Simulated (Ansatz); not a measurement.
WH$_{2}$OCl$_{5}$F: several calculations on one system

**1. Relaxation**

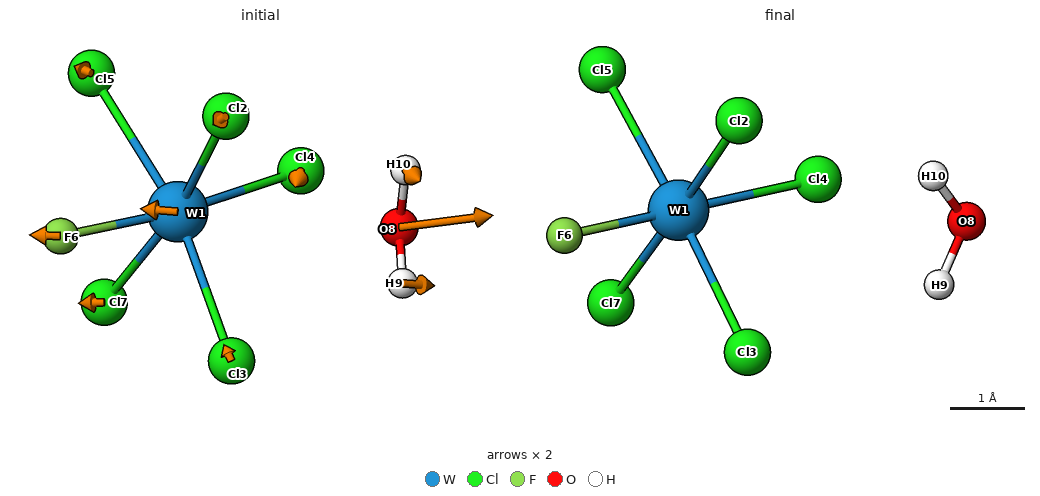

The structure of WH2OCl5F before (left) and after (right) a relaxation, at one scale. The orange arrows give the displacements, 2 times their true length.

Style: ball-and-stick. Shown at a tilt.

The run prepares an end point of a later path (reaction) calculation, from a guessed geometry.

Computed with RKS PBE/def2-SVP in Ansatz.

The input:
```yaml
crystal:
  periodic: [false, false, false]
  atoms:
    - { symbol: W, position_ang: [-0.115422, -0.054951, -0.117378] }
    - { symbol: Cl, position_ang: [-0.115849, -0.197831, 2.253124] }
    - { symbol: Cl, position_ang: [2.17299, -0.403383, -0.349977] }
    - { symbol: Cl, position_ang: [-0.310873, 2.209456, -0.368534] }
    - { symbol: Cl, position_ang: [-2.449504, -0.165512, -0.015261] }
    - { symbol: F, position_ang: [-0.240869, -1.942159, -0.083024] }
    - { symbol: Cl, position_ang: [-0.266823, -0.263449, -2.434739] }
    - { symbol: O, position_ang: [1.842535, 1.861092, 1.451638] }
    - { symbol: H, position_ang: [2.698686, 1.394957, 1.50356] }
    - { symbol: H, position_ang: [1.49893, 1.798181, 2.377592] }
basis:
  gaussian: { orbitals: def2-SVP }
hamiltonian:
  xc: pbe
relax:
  f_tol: 0.03
  max_steps: 50
output:
  orbitals: {}
```

Command:
```bash
ansatz run input.yaml --threads 4 --pin off --max-ram 5120MiB --backend cpu --events-out ev --progress --plain --runs-dir out
```

Describe what moved and what it gained.

Answer. The atom that moves furthest after the best rigid fit is O8 (0.68 Å). Largest moves by element: O 0.68 Å, H 0.27 Å, W 0.27 Å, F 0.22 Å, Cl 0.22 Å. Near-neighbour distances that change, for instance: W1–O8 3.157 → 4.092 Å, W1–Cl2 2.375 → 2.337 Å, W1–Cl5 2.339 → 2.315 Å, W1–Cl7 2.332 → 2.313 Å. Among the angles between lasting bonds that change: Cl3–W1–Cl4 102.8° → 91.5°, Cl4–W1–F6 169.8° → 179.1°, Cl2–W1–Cl4 99.7° → 91.4°. After 9 accepted moves (10 points after the start) the energy has fallen by 37.5 kJ/mol. Largest force component: 0.8 eV/Å at the start, 0.028 eV/Å at the end. The line search rejected the trial step at point 8 of the run. Cost: 43 s on 4 threads of Arm Neoverse V2, with other jobs on the host, peak memory 0.28 GiB.

Limits of the set-up: the start holds two separate molecules, 2.6 Å apart at their closest, whose relative position is a soft coordinate and is computed without a dispersion correction.

**2. Relaxation**

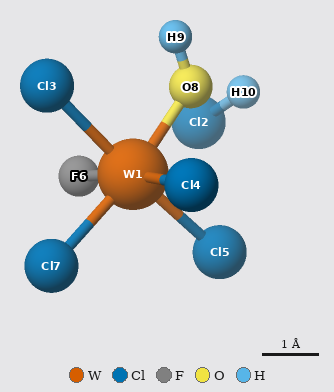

Starting structure of WH₂OCl₅F. The picture is a ball-and-stick view, seen from a free direction.

The run prepares an end point of a later path (reaction) calculation, from a guessed geometry.

Theory: RKS PBE/def2-SVP (Ansatz 0.2.0).

Input file:
```yaml
crystal:
  periodic: [false, false, false]
  atoms:
    - { symbol: W, position_ang: [0.301881, 0.38269, -0.341048] }
    - { symbol: Cl, position_ang: [-0.055074, -0.634558, 3.109448] }
    - { symbol: Cl, position_ang: [2.519779, 0.047375, -1.086273] }
    - { symbol: Cl, position_ang: [0.148136, 2.443449, -1.41525] }
    - { symbol: Cl, position_ang: [-1.777623, 0.683709, 0.584338] }
    - { symbol: F, position_ang: [0.322139, -1.368001, 0.334014] }
    - { symbol: Cl, position_ang: [-0.402198, -0.570407, -2.334364] }
    - { symbol: O, position_ang: [1.196891, 1.225716, 1.138107] }
    - { symbol: H, position_ang: [2.164722, 1.372904, 1.156354] }
    - { symbol: H, position_ang: [0.295147, 0.653524, 3.071674] }
basis:
  gaussian: { orbitals: def2-SVP }
hamiltonian:
  xc: pbe
relax:
  f_tol: 0.03
  max_steps: 50
output:
  orbitals: {}
```

Run as
```bash
ansatz run input.yaml --threads 4 --pin off --max-ram 5120MiB --backend cpu --events-out ev --progress --plain --runs-dir out
```

> Where does the relaxation end?

The largest move after the best rigid fit is that of Cl2, 1.62 Å. Largest moves by element: Cl 1.62 Å, F 0.64 Å, H 0.62 Å, O 0.57 Å, W 0.20 Å. Among the contacts that change: Cl2–H10 1.335 → 1.311 Å, W1–Cl4 2.329 → 2.311 Å, W1–Cl3 2.364 → 2.351 Å, W1–F6 1.876 → 1.888 Å. Bond angles that change, for instance: F6–W1–O8 97.3° → 90.8°, Cl4–W1–F6 172.8° → 176.2°, Cl5–W1–O8 93.1° → 90.0°. Over 20 accepted moves (23 points after the start) the energy falls by 0.311 eV. Largest force component: 1 eV/Å at the start, 0.028 eV/Å at the end. The line search rejected the trial steps at points 6, 10, 14 of the run.

The structure at the end:

```xyz
10

W     0.3544    0.2656   -0.4932
Cl   -0.4355    0.7266    3.8960
Cl    2.5371    0.3738   -1.3591
Cl   -0.0467    2.5001   -0.9263
Cl   -1.6523    0.0827    0.6075
F     0.5817   -1.5866   -0.2076
Cl   -0.3994   -0.2780   -2.6072
O     1.2299    0.6554    1.1693
H     2.1942    0.7687    1.2906
H     0.3505    0.7282    2.8469
```

After the run, drawn alike:

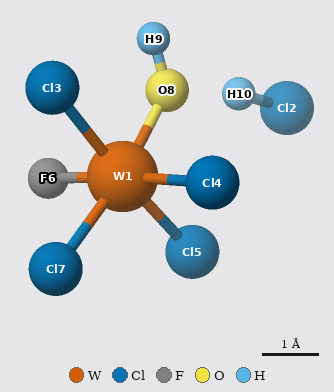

Limits of the set-up: the start holds two separate molecules, 2.2 Å apart at their closest, whose relative position is a soft coordinate and is computed without a dispersion correction.

**3. Path**

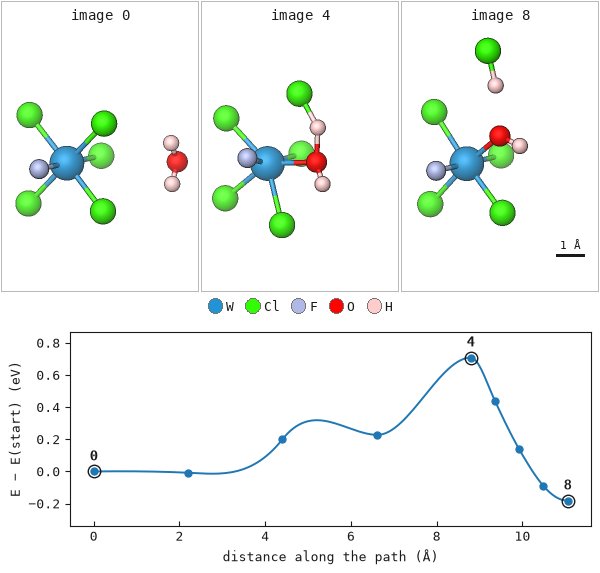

NEB run on WH2OCl5F, made up at the start of WCl₅F and H$_{2}$O. Images are numbered from 0 (start) to 8 (end). Style: ball-and-stick. Shown face on.

All numbers below come from Ansatz, RKS PBE/def2-SVP. Run with 7 movable images; climbing image; force threshold 0.05 eV/Å; iteration limit 60; starting path through a guess of the saddle point.

Q: Describe the mechanism and the energy profile.

A: Forward barrier 0.71 eV, backward barrier 0.89 eV, with image 4 at the top; the reaction energy is −0.18 eV. Breaking: H–O (0.98 → 1.90 Å), Cl–W (2.34 → 4.48 Å). Forming: Cl–H (2.74 → 1.31 Å), O–W (4.09 → 1.92 Å). The band converged in 42 iterations, with a climbing image at the top.

Limits of the set-up: the start holds two separate molecules, 2.7 Å apart at their closest, whose relative position is a soft coordinate and is computed without a dispersion correction.

The run took 13 min on 4 threads of Arm Neoverse V2, on a shared host, peak memory 0.32 GiB.
